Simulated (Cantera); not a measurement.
A closed system holds: 1 mol Cu₂O, a varied amount of CH₄, 0.36 mol CO, equilibrated at 1600 K and 13.3 mbar.

Equilibrium computed with Cantera from the NASA thermochemical tables; the gas is ideal and each condensed phase is pure. Candidate condensed phases: C, C₆H₆, C₇H₈, C₈H₁₈, Cu, CuO, Cu(OH)₂, Cu₂O, H₂O; 113 gas species. Equilibrium is a limit: real reactors are often held back by kinetics, nucleation or transport.

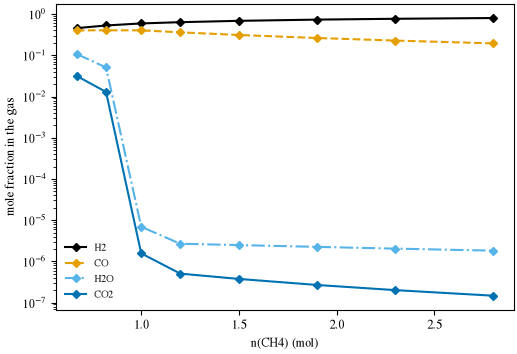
Figure: Equilibrium gas composition (values under 1e-9 drawn at 1e-9)

**Question.** Read off the mole fractions at 1 mol CH₄.

**Answer.** H₂ about 0.59, CO about 0.40, H₂O about 6.9e-6, CO₂ about 1.6e-6.
